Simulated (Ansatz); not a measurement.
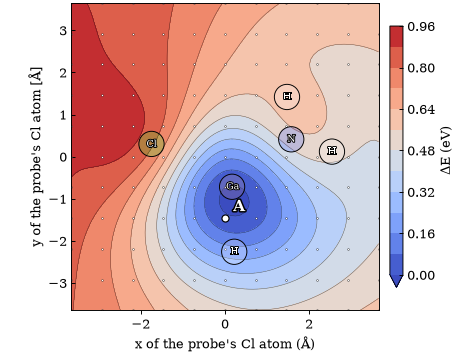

ClGaH₃N (SMILES [NH2][GaH][Cl]) with the probe Cl-. The probe is moved over a plane parallel to the molecule's main plane, 3.10 Å above it. First axis: x of the probe's Cl atom. Second axis: y of the probe's Cl atom. Nothing is relaxed (molecule and probe rigid). The grid has 11 × 11 points. Energies: eV, counted from the lowest grid point. All numbers below come from RKS PBE0-D4/def2-SVPD (Ansatz 0.2.0).

In the figure: filled contours, dots at the grid points, labelled circles for the molecule's atoms, projected on the plane, the point A. Between grid points the surface is interpolated.

**Which way does the force act at A, and how strong is it?**

A, at x of the probe's Cl atom = 0.00 Å, y of the probe's Cl atom = −1.46 Å, is not a stationary point. The computed force is 0.18 eV/Å in the plane, pointing up and right in the picture (components 0.09 and 0.16 eV/Å).
